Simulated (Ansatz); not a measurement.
# triplet SiH2O2F2 at 6 levels

We compute a comparison of 6 runs (UHF/3-21G, U-r2SCAN0/def2-SVP, UCAM-B3LYP/def2-SVP, UPBE/def2-SVP, RPA@PBE/def2-SVP, UCCSD(T)/def2-SVP) of triplet SiH2O2F2. 

The results are computed with Ansatz 0.2.0.

82 further runs of the same task are left out: 82 set aside as unsound or not needed.

### Step 1. The structure to begin with

SiH2O2F2 has 7 atoms, charge 0, and is taken as a triplet. SMILES of the parent species: `O[Si](O)(F)F`. Geometry: relaxed at PBE0-D4/def2-TZVP. This is one conformer, not always the lowest. That shape belongs to the parent species and isn't relaxed for this state.

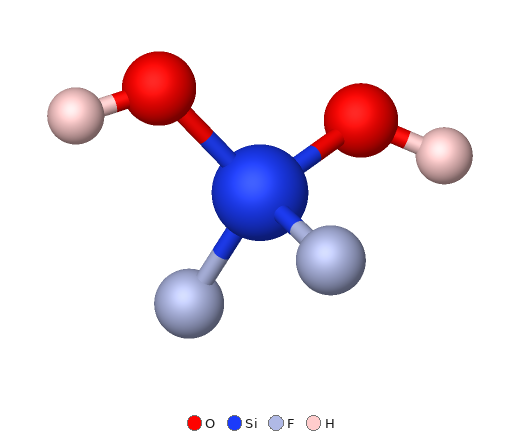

Viewed from a chosen angle; oxygen red, silicon blue, fluorine light blue, hydrogen pink.

### Step 2. A single-point energy at UHF/3-21G (run 1)

Contents of input.yaml:

```yaml
crystal:
  periodic: [false, false, false]
  atoms:
    - {symbol: O, position_ang: [-1.123000, 0.443800, 0.890500]}
    - {symbol: Si, position_ang: [-0.011100, -0.018100, -0.177300]}
    - {symbol: O, position_ang: [1.321200, -0.386600, 0.646700]}
    - {symbol: F, position_ang: [-0.483500, -1.262700, -1.033600]}
    - {symbol: F, position_ang: [0.238000, 1.131800, -1.236100]}
    - {symbol: H, position_ang: [-1.829300, 1.022300, 0.602200]}
    - {symbol: H, position_ang: [1.948900, -0.998500, 0.262000]}
basis:
  gaussian:
    orbitals: 3-21G.json
magnetization:
  spin_polarized: true
  initial_magnetization: 2
hamiltonian:
  xc: hf
accuracy: high
output:
  orbitals: {seedname: orbitals}
```

The basis set 3-21G is read from a file made from the Basis Set Exchange's data (not shown).

Started as:

```
$ ansatz run input.yaml --threads 1 --pin off --max-ram 3480MiB --events-out events.jsonl --progress --plain --runs-dir runs
```

What it wrote:

```text
Warning: RAYON_NUM_THREADS=1 ignored (pool sized by the plan → 1); use --threads N
Functional definition: HF
  name "HF"
  exchange = exact_x
  correlation = 0
1132 factors; integrals over basis functions are off by at most 7.9e-9 eV
mean field evaluation 1: about -17279.4740 eV, gradient 2.6e1 eV
mean field evaluation 2: about -17279.4888 eV, gradient 2.6e1 eV
mean field evaluation 4: about -17282.1032 eV, gradient 2.0e0 eV
mean field evaluation 8: about -17282.1846 eV, gradient 2.2e-1 eV
mean field evaluation 16: about -17284.1915 eV, gradient 2.3e0 eV
mean field evaluation 32: about -17283.9691 eV, gradient 9.3e-1 eV
mean field evaluation 64: about -17284.3186 eV, gradient 2.8e-3 eV
mean field evaluation 96: about -17282.1447 eV, gradient 9.0e-1 eV
mean field -17284.31979072 eV, -635.1870365760 hartree, gradient 1.9e-8 eV, S^2 2.003160; 3 other end points of the search recorded, 0 dependent functions left out
reference -17284.31979072 eV, -635.1870365760 hartree; 26, 24 occupied and 27, 29 virtual orbitals, 1132 factors
Total energy: -17284.31979072 eV, -635.1870365760 hartree
```

Run time: 2.3 s. Hardware: 1 thread of Intel Xeon 6975P-C (Granite Rapids), shared host; peak memory 0.18 GiB.

### Step 3. The energy at U-r2SCAN0/def2-SVP (run 2)

Contents of run.yaml:

```yaml
basis:
  gaussian: {orbitals: def2-SVP}
crystal:
  periodic: [false, false, false]
  atoms:
    - symbol: O
      position_ang: [-1.123000, 0.443800, 0.890500]
    - symbol: Si
      position_ang: [-0.011100, -0.018100, -0.177300]
    - symbol: O
      position_ang: [1.321200, -0.386600, 0.646700]
    - symbol: F
      position_ang: [-0.483500, -1.262700, -1.033600]
    - symbol: F
      position_ang: [0.238000, 1.131800, -1.236100]
    - symbol: H
      position_ang: [-1.829300, 1.022300, 0.602200]
    - symbol: H
      position_ang: [1.948900, -0.998500, 0.262000]
hamiltonian: {xc: {name: r2SCAN0}}
output: {orbitals: {seedname: orbitals}}
accuracy: high
magnetization: {spin_polarized: true, initial_magnetization: 2}
```

Started as:

```
$ ansatz run run.yaml --threads 1 --pin off --max-ram 3480MiB --events-out events.jsonl --progress --plain --runs-dir runs
```

What it wrote:

```text
Warning: RAYON_NUM_THREADS=1 ignored (pool sized by the plan → 1); use --threads N
Functional definition: r2SCAN0
  name "r2SCAN0"
  parameter a = 0.25
  parameter k0 = 0.174
  parameter k1 = 0.065
  parameter a1 = 4.9479
  exchange = (1 - a)*r2scan_x(k0 = k0, k1 = k1, a1 = a1) + a*exact_x
  correlation = r2scan_c
1728 factors; integrals over basis functions are off by at most 3.4e-9 eV
mean field evaluation 1: about -17413.7829 eV, gradient 3.6e1 eV
mean field evaluation 2: about -17412.6802 eV, gradient 4.2e1 eV
mean field evaluation 4: about -17418.2486 eV, gradient 3.0e0 eV
mean field evaluation 8: about -17418.5246 eV, gradient 7.4e-1 eV
mean field evaluation 16: about -17418.7552 eV, gradient 1.6e0 eV
mean field evaluation 32: about -17418.9389 eV, gradient 1.1e0 eV
mean field -17418.94680136 eV, -640.1344879636 hartree, gradient 2.9e-8 eV, S^2 2.003614; 2 other end points of the search recorded, 0 dependent functions left out
reference -17418.94680287 eV, -640.1344880192 hartree; 26, 24 occupied and 58, 60 virtual orbitals, 1728 factors
Total energy: -17418.94680287 eV, -640.1344880192 hartree
```

It took 17 s on 1 thread of Intel Xeon 6975P-C (Granite Rapids), shared host; peak memory 0.55 GiB.

Runs 3 to 5 aren't shown in full; the table further down has their settings and results.

### Step 4. The energy at UCCSD(T)/def2-SVP (run 6)

input.yaml: that of step 2 with these lines changed.

```diff
@@ -1 +1,4 @@
+basis:
+  gaussian:
+    orbitals: def2-SVP
 crystal:
@@ -10,5 +13,2 @@
     - {symbol: H, position_ang: [1.948900, -0.998500, 0.262000]}
-basis:
-  gaussian:
-    orbitals: 3-21G.json
 magnetization:
@@ -16,6 +16,7 @@
   initial_magnetization: 2
-hamiltonian:
-  xc: hf
+correlation:
+  method: ccsd_t
+  frozen_orbitals: {F: 1, H: 0, O: 1, Si: 5}
 accuracy: high
-output:
-  orbitals: {seedname: orbitals}
+scf:
+  omitted_lower_state_checks: [cluster_reference, increment]
```

Started as:

```
$ ansatz run input.yaml --threads 1 --pin off --max-ram 3480MiB --events-out events.jsonl --progress --plain --runs-dir runs
```

What it wrote:

```text
Warning: RAYON_NUM_THREADS=1 ignored (pool sized by the plan → 1); use --threads N
[... 13 lines left out ...]
9 core orbitals not correlated: weight in the atoms' cores, before any rotation towards them, 1.000 or more for the frozen orbitals, at most 0.000 for the correlated occupied ones
[... 41 lines left out ...]
Total energy: -17390.44215342 eV, -639.0869614729 hartree
Checks for a lower state left out: cluster_reference, increment
```

It took 71 s on 1 thread of Intel Xeon 6975P-C (Granite Rapids), shared host; peak memory 0.95 GiB.

### Step 5. Overview of the runs

| run | level | frozen core orbitals | energy (Eh) | HOMO energy (eV) | ⟨S²⟩ | wall time |
| --- | --- | --- | --- | --- | --- | --- |
| 1 | UHF/3-21G | – | -635.187037 | -3.93 | 2.003 | 2.3 s |
| 2 | U-r2SCAN0/def2-SVP | – | -640.134488 | -2.32 | 2.004 | 17 s |
| 3 | UCAM-B3LYP/def2-SVP | – | -640.277371 | -3.20 | 2.002 | 14 s |
| 4 | UPBE/def2-SVP | – | -639.892406 | -1.26 | 2.002 | 19 s |
| 5 | RPA@PBE/def2-SVP | 9 | -639.420103 | – | 2.002 | 22 s |
| 6 | UCCSD(T)/def2-SVP | 9 | -639.086961 | – | 2.005 | 71 s |

### Step 6. What came out

| quantity | value |
| --- | --- |
| run 6: total energy | -639.08696 Eh |
| run 6: correlation energy (9 core orbitals frozen) | -828.2 mEh |
| run 6: (T) correction | -14.38 mEh |
| run 6: ⟨S²⟩ of the reference determinant | 2.005 |
| run 6: T1 diagnostic | 0.019 |

Totals of different functionals can't be ranked against each other. All runs together took 2.4 min, the longest 71 s.
